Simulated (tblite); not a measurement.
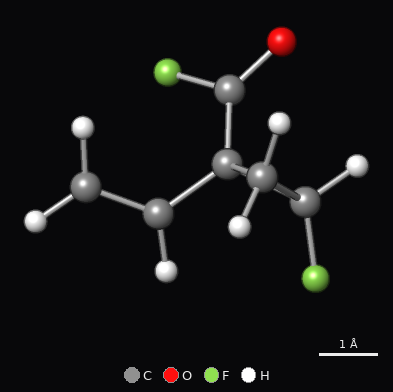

C₆H₆F₂O, before the relaxation. The picture is a ball-and-stick view, seen at a tilt.

Theory: tblite 0.8.0, GFN2-xTB geometry optimisation, gas phase.

```xyz
15

C     2.1973   -0.1880   -0.2924
C     0.9699    0.1043   -0.7922
C    -0.2650   -0.1161    0.0197
C    -0.4734   -1.4699    0.5130
O    -1.4314   -1.8429    1.1985
F     0.4959   -2.4014    0.2058
C    -0.7279    1.1076    0.7542
C    -1.5384    0.5822   -0.3833
F    -1.6256    1.2726   -1.5623
H     3.0947   -0.0368   -0.8559
H     2.1940   -0.5858    0.7342
H     0.8845    0.4959   -1.7935
H    -1.0577    0.9263    1.8108
H    -0.2166    2.0658    0.5125
H    -2.5046    0.0943   -0.0911
```

Q: What does the optimiser find from here?

A: O5 moves most after the best rigid fit: 0.36 Å. Largest moves by element: O 0.36 Å, H 0.34 Å, C 0.17 Å, F 0.14 Å. Near-neighbour distances that change, for instance: C4–O5 1.236 → 1.185 Å, C7–H13 1.122 → 1.079 Å, C1–C2 1.357 → 1.321 Å, C7–H14 1.113 → 1.079 Å. Among the angles between lasting bonds that change: C4–C3–C7 123.3° → 114.5°, C2–C1–H11 114.7° → 122.4°, H10–C1–H11 123.0° → 116.4°. The energy falls by 10.8 kcal/mol in 78 geometry steps. Cost: 0.34 s on 1 thread of Arm Neoverse V2, on a shared host.

Step by step:

```
step  E − E(0), kcal/mol
   0                0.00
   1               -2.88
   2               -7.27
   3               -8.04
   4               -8.62
   5               -8.89
   6               -9.13
   7               -9.30
   8               -9.40
   9               -9.50
  10               -9.61
  14               -9.97
  17              -10.26
  21              -10.57
  24              -10.63
  28              -10.65
  31              -10.66
  35              -10.67
  39              -10.68
  42              -10.68
  46              -10.68
  49              -10.69
  53              -10.70
  57              -10.72
  60              -10.73
  64              -10.74
  67              -10.75
  71              -10.76
  74              -10.76
  78              -10.76
```

The structure at the end:

```xyz
15

C     2.2077   -0.2587   -0.3709
C     1.0065    0.1314   -0.7577
C    -0.2331   -0.0984    0.0279
C    -0.4586   -1.4064    0.6724
O    -1.2749   -1.6839    1.4850
F     0.3694   -2.3776    0.2069
C    -0.8489    1.0891    0.7698
C    -1.5304    0.5648   -0.4316
F    -1.4837    1.2868   -1.5746
H     3.0771   -0.0599   -0.9716
H     2.3721   -0.8000    0.5455
H     0.8713    0.6840   -1.6771
H    -1.2932    0.8922    1.7330
H    -0.3231    2.0270    0.6806
H    -2.4625    0.0179   -0.3596
```

After the run, drawn alike:

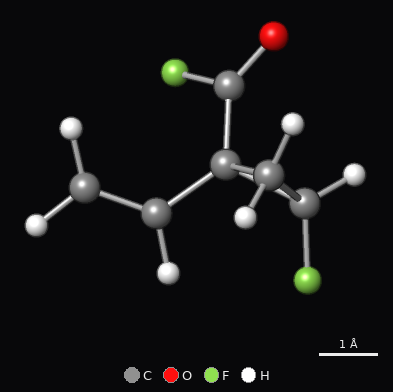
